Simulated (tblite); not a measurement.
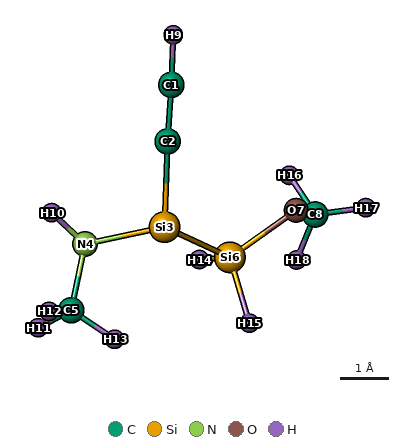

*The starting structure (ball-and-stick view, seen at a tilt; atoms are numbered from 1 in the order of the input).*

# Geometry relaxation of C$_{4}$H$_{10}$NOSi$_{2}$ (part 1 of 4)

The run: geometry relaxation of C$_{4}$H$_{10}$NOSi$_{2}$, multiplicity 2. Method and program: GFN2-xTB geometry optimisation, gas phase (tblite 0.8.0).

It belongs to a series of runs on one base structure; here: H removed from Si.

What the program printed:
```
step      E/eV     max force
  0    -653.04363    2.248
  1    -653.26397    1.470
  2    -653.35673    3.260
  3    -653.43854    2.478
  4    -653.51753    1.104
  5    -653.59061    0.704
  6    -653.67044    1.178
  7    -653.72857    0.995
  8    -653.78134    0.473
  9    -653.82057    0.424
 10    -653.84578    0.450
 11    -653.86182    0.471
 12    -653.88031    0.463
 13    -653.90115    0.380
 14    -653.91910    0.278
 15    -653.93110    0.273
 16    -653.94143    0.271
 17    -653.95223    0.246
 18    -653.96270    0.277
 19    -653.97258    0.291
 20    -653.98201    0.276
 21    -653.99151    0.297
 22    -654.00140    0.286
 23    -654.01282    0.263
 24    -654.02590    0.325
 25    -654.03846    0.370
 26    -654.04871    0.338
 27    -654.05798    0.241
 28    -654.06705    0.217
 29    -654.07350    0.169
 30    -654.07701    0.127
 31    -654.07950    0.104
 32    -654.08222    0.170
 33    -654.08539    0.255
 34    -654.08860    0.183
 35    -654.09121    0.105
 36    -654.09223    0.099
 37    -654.09409    0.203
 38    -654.09609    0.221
 39    -654.09872    0.165
 40    -654.10088    0.095
 41    -654.10246    0.079
 42    -654.10397    0.098
 43    -654.10521    0.092
 44    -654.10636    0.092
 45    -654.10752    0.083
 46    -654.10886    0.089
 47    -654.11056    0.108
 48    -654.11280    0.128
 49    -654.11546    0.156
 50    -654.11812    0.130
 51    -654.12045    0.104
 52    -654.12246    0.125
 53    -654.12430    0.145
 54    -654.12575    0.127
 55    -654.12694    0.084
 56    -654.12788    0.081
 57    -654.12907    0.117
 58    -654.13059    0.155
 59    -654.13316    0.160
 60    -654.13550    0.095
 61    -654.13700    0.103
 62    -654.13795    0.084
 63    -654.13893    0.089
 64    -654.14009    0.103
 65    -654.14120    0.072
 66    -654.14211    0.076
 67    -654.14323    0.086
 68    -654.14477    0.124
 69    -654.14665    0.133
 70    -654.14840    0.085
 71    -654.15001    0.083
 72    -654.15183    0.100
 73    -654.15401    0.131
 74    -654.15529    0.183
 75    -654.15800    0.125
 76    -654.15999    0.115
 77    -654.16278    0.152
 78    -654.16528    0.192
 79    -654.16833    0.160
 80    -654.17155    0.143
 81    -654.17369    0.121
 82    -654.17479    0.148
 83    -654.17611    0.112
 84    -654.17711    0.083
 85    -654.17779    0.081
 86    -654.17840    0.081
 87    -654.17913    0.055
 88    -654.17979    0.044
 89    -654.18030    0.051
 90    -654.18072    0.057
 91    -654.18118    0.049
 92    -654.18166    0.051
 93    -654.18214    0.054
 94    -654.18264    0.052
 95    -654.18324    0.063
 96    -654.18379    0.055
 97    -654.18425    0.047
 98    -654.18454    0.040
 99    -654.18478    0.042
100    -654.18504    0.037
101    -654.18540    0.047
102    -654.18576    0.052
103    -654.18605    0.035
104    -654.18625    0.029
105    -654.18641    0.037
106    -654.18654    0.026
107    -654.18665    0.080
108    -654.18678    0.031
109    -654.18692    0.053
110    -654.18712    0.052
111    -654.18730    0.041
112    -654.18758    0.041
113    -654.18782    0.037
114    -654.18801    0.040
115    -654.18815    0.027
116    -654.18831    0.024
117    -654.18847    0.029
118    -654.18864    0.035
119    -654.18884    0.036
120    -654.18912    0.042
121    -654.18950    0.048
122    -654.18994    0.053
123    -654.19040    0.077
124    -654.19090    0.060
125    -654.19150    0.067
126    -654.19215    0.057
127    -654.19264    0.058
128    -654.19298    0.073
129    -654.19324    0.047
130    -654.19349    0.036
131    -654.19369    0.034
132    -654.19380    0.043
133    -654.19394    0.032
134    -654.19401    0.019
135    -654.19405    0.017
136    -654.19408    0.018
137    -654.19412    0.017
138    -654.19417    0.016
139    -654.19421    0.014
140    -654.19424    0.010
```

Trajectory as extended XYZ (Å, eV, eV/Å), 45 of the 141 frames kept, from step=0 to step=140:
```
18
Properties=species:S:1:pos:R:3:forces:R:3 step=0 energy=-653.04363
C    -0.5416    3.4392   -0.0651   -0.0930   0.2370   0.0000
C    -0.7165    2.2673    0.1843   -0.0260   0.9910  -0.3480
Si   -0.9486    0.5043    0.6100   -1.0930   0.6280  -0.5650
N    -2.1352   -0.1403   -0.5854    0.8500   0.5440   1.6010
C    -2.7930   -1.3009    0.0224   -0.6000   0.3020  -0.8640
Si    0.9216   -0.6484    0.3724    1.0660  -0.0030   0.3930
O     2.3360    0.2843    0.6634   -1.4840  -1.6670  -0.2710
C     3.3459   -0.3146   -0.1043   -0.4530  -0.1350  -1.1610
H    -0.4196    4.4802   -0.2890   -0.0170  -0.6590   0.1540
H    -2.7865    0.5615   -0.9483    0.2070  -0.6550   0.1170
H    -3.0381   -1.9948   -0.8156   -0.0740   0.1880   0.7790
H    -3.7050   -0.9461    0.5366    0.1590  -0.5790  -0.1720
H    -2.1472   -1.7956    0.7649   -0.2060   0.1580  -0.5200
H     1.0565   -1.2641   -0.9669   -0.0110   0.0100   0.1450
H     0.8517   -1.7580    1.3581    0.3350   0.0340  -0.1490
H     3.2882    0.2070   -1.0820    0.4960  -0.3170   0.1820
H     4.3351   -0.1758    0.3181   -0.0940  -0.1060   0.2570
H     3.0876   -1.3989   -0.3144    1.0380   1.0280   0.4210
18
Properties=species:S:1:pos:R:3:forces:R:3 step=3 energy=-653.43854
C    -0.5481    3.4528   -0.0647    0.2880   2.4170  -0.4640
C    -0.7249    2.3058    0.1640   -0.5200  -2.0880   0.2170
Si   -0.9738    0.5461    0.5954    0.7940   0.4260   0.6450
N    -2.1168   -0.1139   -0.5042   -0.3360  -0.2230   0.0310
C    -2.8041   -1.2796   -0.0032    0.0420  -0.0110   0.2990
Si    0.9325   -0.6546    0.3927   -1.4450  -0.6000  -0.2670
O     2.2756    0.1907    0.6400    0.7800   0.2620  -0.0440
C     3.3375   -0.3099   -0.1379    0.1060   0.2970   0.3090
H    -0.4160    4.4682   -0.2850    0.0910   0.2320  -0.0170
H    -2.7654    0.5177   -0.9426   -0.0280   0.0620  -0.2620
H    -3.0477   -1.9901   -0.7849   -0.1130  -0.0140  -0.2730
H    -3.7058   -0.9808    0.5269   -0.3280  -0.1600   0.0230
H    -2.1669   -1.7835    0.7236    0.0570  -0.0990  -0.0890
H     1.0546   -1.2642   -0.9548   -0.0890  -0.0720   0.1370
H     0.8753   -1.7598    1.3500    0.1640  -0.2610   0.0920
H     3.3184    0.1980   -1.0900    0.1960   0.1840  -0.3690
H     4.3118   -0.1806    0.3304   -0.1510   0.2180   0.2510
H     3.1550   -1.3560   -0.2967    0.4920  -0.5690  -0.2190
18
Properties=species:S:1:pos:R:3:forces:R:3 step=6 energy=-653.67044
C    -0.5539    3.5036   -0.0694   -0.1510  -0.6450   0.1150
C    -0.7528    2.3254    0.1284    0.0650   1.1210  -0.3550
Si   -0.9439    0.5953    0.6455   -0.4500  -0.0580   0.1250
N    -2.1251   -0.1012   -0.4398   -0.0630   0.2050   0.1020
C    -2.8170   -1.2761    0.0056   -0.1590  -0.1800   0.0700
Si    0.8550   -0.7036    0.3860    0.7330  -0.0420   0.0900
O     2.2637    0.1397    0.6199   -0.4300  -0.0570  -0.1850
C     3.3442   -0.2968   -0.1464    0.0750  -0.3560  -0.1500
H    -0.4010    4.5128   -0.2901    0.0570   0.3040  -0.0470
H    -2.7502    0.4943   -0.9631    0.1440   0.1080  -0.0550
H    -3.0637   -1.9827   -0.7918    0.0490   0.2310  -0.2240
H    -3.7418   -1.0206    0.5252   -0.1680  -0.0660   0.1000
H    -2.1696   -1.7918    0.6957    0.1580  -0.3130   0.3110
H     1.0424   -1.2772   -0.9404   -0.1370  -0.3080  -0.2700
H     0.9058   -1.7932    1.3576   -0.0410  -0.2970   0.1160
H     3.3594    0.2075   -1.1232    0.0540  -0.0340   0.2610
H     4.2878   -0.1552    0.3680    0.0590   0.4060   0.2190
H     3.2520   -1.3739   -0.3084    0.2070  -0.0200  -0.2210
18
Properties=species:S:1:pos:R:3:forces:R:3 step=10 energy=-653.84578
C    -0.5668    3.5720   -0.0827    0.0580   0.2820  -0.1010
C    -0.7911    2.3972    0.0647   -0.0590  -0.4240   0.1400
Si   -0.9549    0.6532    0.6937    0.2640   0.0040  -0.3550
N    -2.1598   -0.0706   -0.3426   -0.0740  -0.0580   0.1060
C    -2.8385   -1.2887    0.0327    0.0710   0.0800   0.0220
Si    0.8387   -0.7686    0.3915   -0.2090  -0.0680  -0.1330
O     2.2274    0.0746    0.5508    0.1700   0.0720  -0.0880
C     3.3717   -0.3178   -0.1552    0.0820   0.1480   0.1410
H    -0.3796    4.5885   -0.2988   -0.0520  -0.1000   0.0240
H    -2.7048    0.4845   -0.9865    0.0360   0.0420   0.1120
H    -3.0669   -1.9277   -0.8305    0.1490   0.1970   0.0010
H    -3.7931   -1.0814    0.5388    0.1590  -0.0880   0.0760
H    -2.1717   -1.8420    0.6996   -0.2460  -0.0010  -0.0240
H     0.9976   -1.3476   -0.9616   -0.2180  -0.2140   0.0910
H     0.9288   -1.8733    1.3748   -0.1260  -0.0040  -0.1250
H     3.4116    0.2095   -1.1124    0.0250   0.0180   0.0470
H     4.2520   -0.0634    0.4356   -0.0120   0.0830   0.0210
H     3.3907   -1.3921   -0.3529   -0.0180   0.0330   0.0430
18
Properties=species:S:1:pos:R:3:forces:R:3 step=13 energy=-653.90115
C    -0.5705    3.5881   -0.0955   -0.0300  -0.2190  -0.0080
C    -0.8035    2.4102    0.0538    0.0770   0.1460  -0.0410
Si   -0.9262    0.6638    0.6520    0.3610  -0.0950   0.0700
N    -2.1815   -0.0594   -0.2957    0.1280   0.2050  -0.0090
C    -2.8395   -1.2854    0.0458   -0.0580   0.0190  -0.0130
Si    0.8327   -0.7956    0.3754    0.0250  -0.0120  -0.1440
O     2.2223    0.0625    0.5111   -0.2670  -0.0810   0.1290
C     3.3940   -0.3137   -0.1422   -0.0780   0.0920  -0.0760
H    -0.3811    4.6045   -0.2990   -0.0540  -0.0270   0.0080
H    -2.6825    0.4925   -0.9736   -0.1230  -0.0170   0.0710
H    -3.0411   -1.8726   -0.8505   -0.0110  -0.0850  -0.0660
H    -3.7888   -1.1143    0.5599   -0.1390   0.0250   0.0480
H    -2.2055   -1.8682    0.7091    0.0940  -0.0160  -0.0020
H     0.9423   -1.4175   -0.9635   -0.1070  -0.1670   0.0740
H     0.9102   -1.9046    1.3602   -0.0930   0.0850  -0.1240
H     3.4337    0.2127   -1.0927    0.1330   0.1320  -0.2110
H     4.2430   -0.0107    0.4660    0.0740  -0.0870   0.0700
H     3.4332   -1.3861   -0.3614    0.0660   0.1030   0.2240
18
Properties=species:S:1:pos:R:3:forces:R:3 step=16 energy=-653.94143
C    -0.5738    3.5940   -0.1104    0.0250  -0.0120  -0.0050
C    -0.8064    2.4185    0.0423    0.1170  -0.0280  -0.0600
Si   -0.8624    0.6683    0.6237   -0.1690  -0.0270   0.1640
N    -2.1874   -0.0312   -0.2472   -0.0300  -0.0400   0.0410
C    -2.8434   -1.2753    0.0546    0.0270  -0.0160   0.0240
Si    0.8231   -0.8268    0.3437    0.1580  -0.1070  -0.0850
O     2.1988    0.0383    0.4867    0.0820   0.0530  -0.0720
C     3.4025   -0.2916   -0.1382   -0.0180   0.0430  -0.0190
H    -0.3902    4.6128   -0.2980   -0.0670   0.0360  -0.0180
H    -2.6778    0.4952   -0.9516   -0.0830   0.0900   0.0950
H    -3.0225   -1.8354   -0.8685   -0.0650  -0.0210   0.0690
H    -3.7988   -1.1400    0.5779   -0.0390   0.1180  -0.1320
H    -2.2245   -1.8869    0.7083    0.1880   0.0580  -0.0370
H     0.8829   -1.4992   -0.9573    0.0130  -0.2040  -0.1780
H     0.8842   -1.9201    1.3321   -0.0770  -0.0240   0.0340
H     3.4698    0.2300   -1.0991    0.0200   0.0310   0.0780
H     4.2354    0.0203    0.4974   -0.1040  -0.0130  -0.0140
H     3.4819   -1.3645   -0.3374    0.0210   0.0640   0.1140
18
Properties=species:S:1:pos:R:3:forces:R:3 step=19 energy=-653.97258
C    -0.5713    3.5915   -0.1222    0.0260   0.0940  -0.0070
C    -0.7838    2.4125    0.0288    0.0960  -0.2080   0.0300
Si   -0.8361    0.6578    0.6295   -0.0950   0.0130  -0.0450
N    -2.1929   -0.0153   -0.2183   -0.0430  -0.0600  -0.0010
C    -2.8413   -1.2714    0.0642    0.0460   0.0500  -0.0310
Si    0.8396   -0.8599    0.3018   -0.2820  -0.0040  -0.0700
O     2.1891    0.0378    0.4638   -0.0400   0.0210  -0.1570
C     3.4059   -0.2696   -0.1361    0.0880  -0.0340   0.0970
H    -0.4110    4.6187   -0.2999   -0.0630  -0.0670  -0.0200
H    -2.6938    0.5158   -0.9151   -0.0030   0.0680   0.1730
H    -3.0194   -1.8177   -0.8705   -0.0130  -0.0010   0.1230
H    -3.8103   -1.1332    0.5700    0.1570   0.0000  -0.0690
H    -2.2048   -1.8877    0.7046   -0.0510   0.1500  -0.0750
H     0.8460   -1.5904   -0.9803    0.1450  -0.0300  -0.0270
H     0.8492   -1.9304    1.3160    0.0330  -0.0370   0.0370
H     3.4963    0.2505   -1.0949   -0.0180  -0.0280   0.0650
H     4.2207    0.0385    0.5173    0.0110   0.1670   0.0820
H     3.5092   -1.3413   -0.2994    0.0080  -0.0920  -0.1050
18
Properties=species:S:1:pos:R:3:forces:R:3 step=22 energy=-654.00140
C    -0.5692    3.5886   -0.1330   -0.0370  -0.2080   0.0340
C    -0.7471    2.4002    0.0115    0.0660   0.1170   0.0080
Si   -0.8219    0.6524    0.6281    0.1640  -0.0490  -0.0190
N    -2.2044    0.0002   -0.1798    0.0860   0.1390  -0.1140
C    -2.8357   -1.2601    0.0701   -0.0230   0.0190  -0.0290
Si    0.8195   -0.8990    0.2514   -0.0150   0.0100   0.0320
O     2.1631    0.0267    0.4072   -0.1910  -0.1820  -0.1110
C     3.4209   -0.2554   -0.1218   -0.1110  -0.0500   0.0050
H    -0.4400    4.6207   -0.3062   -0.0290  -0.0690  -0.0300
H    -2.7083    0.5487   -0.8537   -0.1270   0.1630   0.0250
H    -3.0163   -1.7952   -0.8621    0.0310  -0.0970  -0.1570
H    -3.8049   -1.1333    0.5583   -0.0710  -0.0160   0.1720
H    -2.1933   -1.8731    0.6936    0.0260  -0.0270   0.1180
H     0.8268   -1.6930   -1.0067    0.1680   0.1250   0.1120
H     0.8206   -1.9508    1.3025    0.0580   0.0850  -0.0910
H     3.5273    0.2654   -1.0779    0.0570  -0.0510   0.0050
H     4.2019    0.0913    0.5571   -0.1070   0.0650   0.0760
H     3.5524   -1.3280   -0.2796    0.0510   0.0250  -0.0350
18
Properties=species:S:1:pos:R:3:forces:R:3 step=25 energy=-654.03846
C    -0.5667    3.5609   -0.1394   -0.0130   0.0370  -0.0020
C    -0.6840    2.3684    0.0064   -0.0420   0.0370  -0.0060
Si   -0.7902    0.6315    0.6222   -0.0480  -0.0330   0.0090
N    -2.2017    0.0277   -0.1754   -0.0590   0.0000  -0.1590
C    -2.8269   -1.2408    0.0657   -0.0250  -0.0280   0.0230
Si    0.7874   -0.9375    0.1957    0.2760  -0.1680   0.0380
O     2.1146   -0.0008    0.3305    0.1190   0.0730   0.0590
C     3.4161   -0.2441   -0.1028   -0.0870   0.0210  -0.1270
H    -0.4849    4.5945   -0.3189    0.0200   0.0160  -0.0420
H    -2.7576    0.6210   -0.7669   -0.0790   0.1200   0.0440
H    -3.0102   -1.7971   -0.8614    0.0900   0.1050  -0.0370
H    -3.7942   -1.1225    0.5642   -0.0090  -0.0210   0.1090
H    -2.1732   -1.8412    0.6935   -0.0250  -0.0390   0.0580
H     0.8552   -1.7741   -1.0202    0.0780   0.0460  -0.0560
H     0.7982   -1.9486    1.2750    0.0270  -0.0570   0.0200
H     3.5621    0.2712   -1.0568    0.0540  -0.0200  -0.0350
H     4.1586    0.1488    0.6057   -0.3540  -0.1050   0.0230
H     3.5885   -1.3111   -0.2579    0.0790   0.0180   0.0810
18
Properties=species:S:1:pos:R:3:forces:R:3 step=29 energy=-654.07350
C    -0.5691    3.5438   -0.1477   -0.0130   0.0140  -0.0180
C    -0.6386    2.3479    0.0004   -0.0940  -0.0250   0.0250
Si   -0.7680    0.6020    0.6051    0.0520  -0.0360  -0.1410
N    -2.2095    0.0546   -0.1901    0.0040  -0.0050   0.0800
C    -2.8230   -1.2218    0.0680    0.0100   0.0540   0.0200
Si    0.7968   -0.9961    0.1526   -0.1210   0.0670   0.0140
O     2.0854   -0.0126    0.2650   -0.0100   0.0060  -0.0550
C     3.4037   -0.2332   -0.1035    0.0480   0.0070   0.0360
H    -0.5202    4.5774   -0.3398    0.0400   0.0100  -0.0230
H    -2.8129    0.7033   -0.6729   -0.0110  -0.0890   0.0900
H    -2.9874   -1.7716   -0.8661   -0.0520   0.0370   0.0420
H    -3.7829   -1.1215    0.5886    0.0200   0.0160  -0.0620
H    -2.1652   -1.8189    0.7006    0.0070   0.0470  -0.0730
H     0.8946   -1.8482   -1.0489    0.0670   0.0230  -0.0420
H     0.7861   -1.9705    1.2583    0.0930  -0.1310   0.0540
H     3.6070    0.2755   -1.0489   -0.0010   0.0110  -0.0450
H     4.0555    0.1897    0.6628    0.0250  -0.0160   0.0420
H     3.6390   -1.2935   -0.2242   -0.0640   0.0090   0.0570
```
